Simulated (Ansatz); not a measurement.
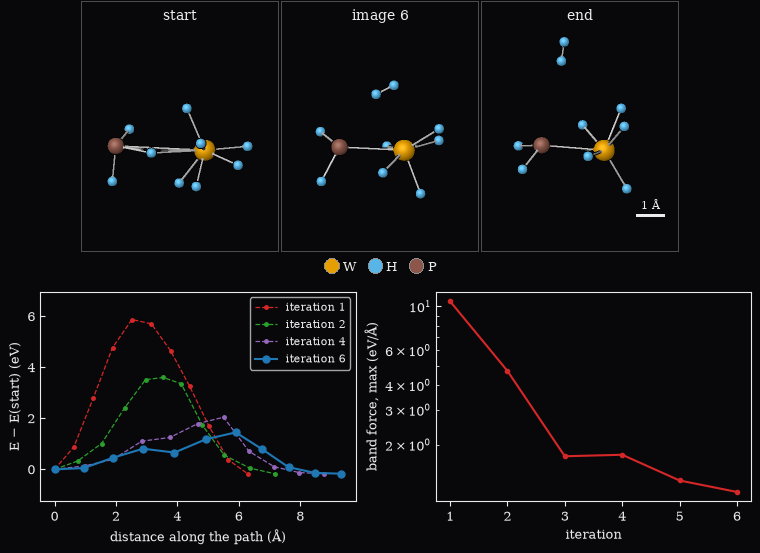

NEB run on WPH$_{9}$. Images are numbered from 0 (start) to 10 (end). The plot follows the band through its iterations. A ball-and-stick model, seen at a tilt.

All numbers below come from Ansatz, RKS PBE0-D4/def2-SVP. Settings: 9 movable images; climbing image; force threshold 0.03 eV/Å; iteration limit 6; starting path through a guess of the saddle point.

Question: How did the profile develop, and is the result final?

Answer: The result isn't final. The band hadn't converged when the run stopped after 6 iterations. The largest component of the band force went from 11 to 1.2 eV/Å. The barrier read from it is provisional: over the last two iterations the highest image moved from 2.05 eV to 1.45 eV. The iteration limit was low. The first iteration put the highest image at 5.88 eV. The energy climbs by 1.45 eV to image 6 and then falls by 1.62 eV, so the end point sits at −0.17 eV. The profile has 2 maxima (images 3, 6) with a dip at image 4 (+0.66 eV), which on an unconverged band is provisional.

The run took 110 s on 2 threads of AMD EPYC 7R43 64-Core Processor (Zen 3) (shared host), peak memory 0.22 GiB.
